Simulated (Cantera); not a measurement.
Input: 1 mol B2H6, 0.96 mol N2, at 23.0 Pa.

Cantera equilibrium calculation (NASA polynomials, part measured and part estimated; ideal gas, pure solids and liquids). Candidate condensed phases: B, BN; 15 gas species. The feed counts by its element totals alone. N2 is the only nitrogen source here; it is nearly inert below about 1500 K, so the nitride shown seldom forms there in practice. Mutual solubility and eutectic melting of coexisting phases are not modelled. The tables' values for BH2 are old estimates; treat these amounts as uncertain. Kinetics and transport are ignored.

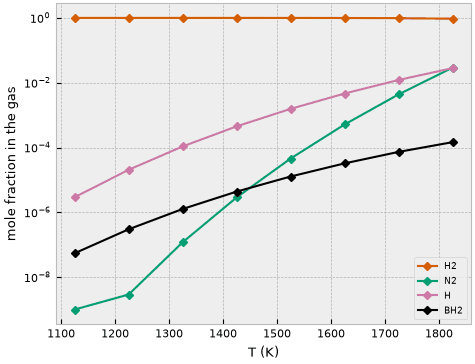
Figure. Equilibrium gas composition (values under 1e-9 drawn at 1e-9)

Question: Read off the mole fractions at 1825 K.

Answer: H2 about 0.94, N2 about 0.029, H about 0.028, BH2 about 0.00015.
